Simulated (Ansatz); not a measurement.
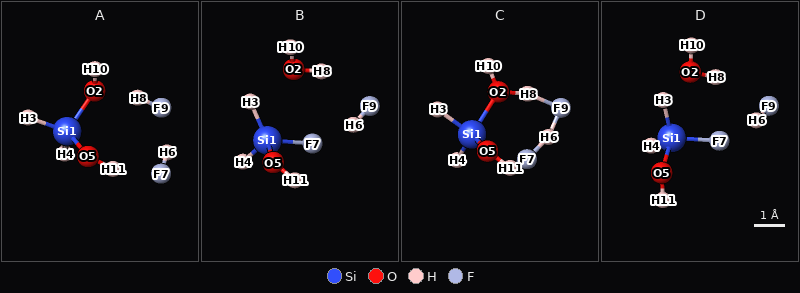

4 geometries from a converged minimum-energy path of SiH6O2F2, shuffled. A ball-and-stick model, seen at a tilt.

Theory: Ansatz 0.2.0, RHF/def2-SVP. Settings: 5 movable images; climbing image; force threshold 0.03 eV/Å; iteration limit 60; starting path through a guess of the saddle point.

Which of them lies highest in energy?

Answer. C. In order along the path, whose images run from 0 to 6: A (image 0, 0.0 kcal/mol), C (image 2, +28.0 kcal/mol), B (image 4, +3.5 kcal/mol), D (image 6, −3.2 kcal/mol). Breaking: H6–F7 (0.91 → 1.13 at the top → 1.76 Å), H8–F9 (0.93 → 1.28 at the top → 2.04 Å), Si1–O2 (1.68 → 1.79 at the top → 2.96 Å). Forming: H6–F9 (1.73 → 1.12 at the top → 0.91 Å), O2–H8 (1.68 → 1.07 at the top → 0.95 Å), Si1–F7 (3.46 → 2.13 at the top → 1.64 Å).

Limits of the set-up: Hartree-Fock leaves out electron correlation.
